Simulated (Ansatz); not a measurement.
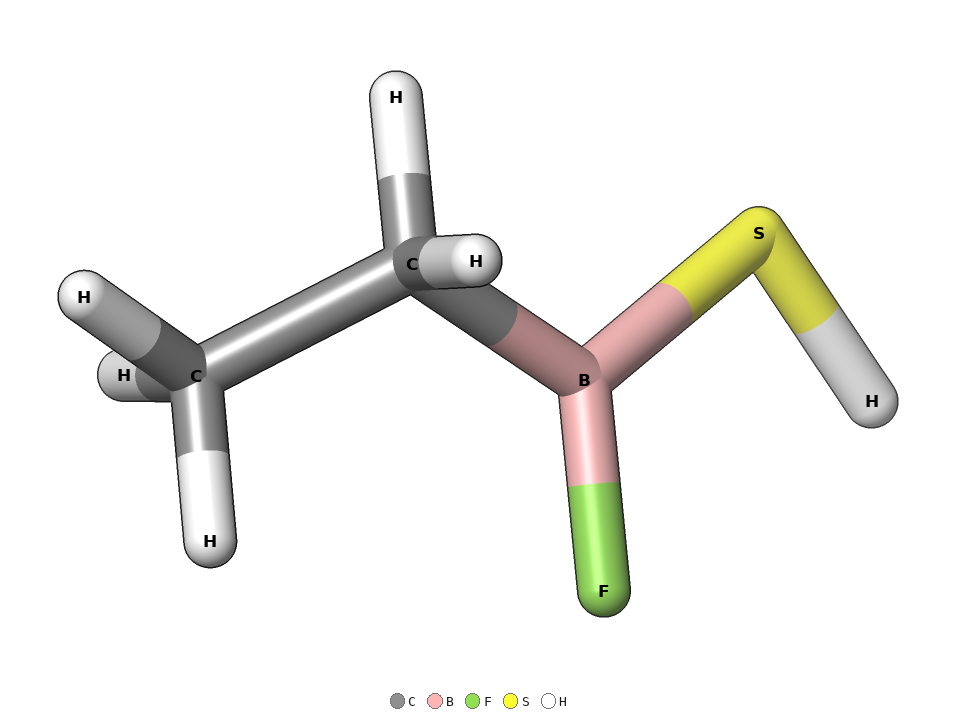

Starting geometry of the run.

The calculation was set up as follows.

```yaml
crystal:
  periodic: [false, false, false]
  atoms:
    - {symbol: C, position_ang: [-0.797135, 0.462949, 1.245033]}
    - {symbol: C, position_ang: [0.396768, 0.519865, 0.291507]}
    - {symbol: B, position_ang: [0.394271, -0.612714, -0.785440]}
    - {symbol: F, position_ang: [0.106774, -1.864744, -0.430729]}
    - {symbol: S, position_ang: [0.793364, -0.269074, -2.512022]}
    - {symbol: H, position_ang: [-0.716991, 1.221599, 2.026259]}
    - {symbol: H, position_ang: [-0.868473, -0.511966, 1.731191]}
    - {symbol: H, position_ang: [-1.736720, 0.634716, 0.714209]}
    - {symbol: H, position_ang: [1.325895, 0.393972, 0.866207]}
    - {symbol: H, position_ang: [0.473491, 1.504850, -0.177462]}
    - {symbol: H, position_ang: [0.694158, -1.536550, -2.948154]}
basis:
  gaussian: {orbitals: "6-31G*"}
hamiltonian: {xc: {name: revPBE}, dispersion: d4}
md: {timestep: 0.5 fs, n_steps: 50, ensemble: nve, temperature: 500, initial_velocities: maxwell_boltzmann, seed: 993}
```

It was started with:

```sh
ansatz run in.yaml --threads 4 --pin off --events-out ev --progress --plain --max-ram 10444MiB
```

Output (its end):

```
mean field -16398.21128497 eV, -602.6231496157 hartree, gradient 2.1e-5 eV, S^2 0.000000; 1 other end points of the search recorded, 0 dependent functions left out
the calculation of the forces begins
reference -16398.21131788 eV, -602.6231508252 hartree; 24, 24 occupied and 67, 67 virtual orbitals, 1081 factors
md step    50: t =    25.00 fs  T =   171.1 K  F+E_penalty+E_count = -16398.87773612 eV  E_kin = 0.199033 eV  conserved = -16398.67870272 eV  (50 SCF iters, 3 dispersion substeps)
Total energy: -16398.87776903 eV, -602.6476424533 hartree
Atom 0 at    -0.772243     0.487671     1.225733 Å, force    -2.712846    -2.604265    -1.479340 eV/Å
Atom 1 at     0.403882     0.510543     0.302251 Å, force     2.225018     1.321991    -0.338923 eV/Å
Atom 2 at     0.393894    -0.671771    -0.778740 Å, force     0.284281     0.741935     0.202859 eV/Å
Atom 3 at     0.074684    -1.909986    -0.376178 Å, force    -0.011234    -0.229674    -0.317085 eV/Å
Atom 4 at     0.802955    -0.230583    -2.535701 Å, force    -0.145901     0.050202     0.620093 eV/Å
Atom 5 at    -0.947941     1.319614     1.850583 Å, force    -0.055337     1.683372     0.665322 eV/Å
Atom 6 at    -0.653224    -0.369471     1.922443 Å, force    -0.360716    -0.050068    -0.243594 eV/Å
Atom 7 at    -1.758009     0.294619     0.561548 Å, force     1.597448     0.412393     1.610626 eV/Å
Atom 8 at     1.337325     0.443175     0.997928 Å, force    -0.829294     0.057225    -1.238279 eV/Å
Atom 9 at     0.483204     1.525311    -0.232825 Å, force     0.034511    -1.044992     0.546289 eV/Å
Atom 10 at     0.632467    -1.428332    -3.132347 Å, force    -0.025931    -0.338120    -0.027969 eV/Å
Dipole moment:    -0.013715    -0.053249     0.088813 e Å
```

The calculation finished and met its thresholds.
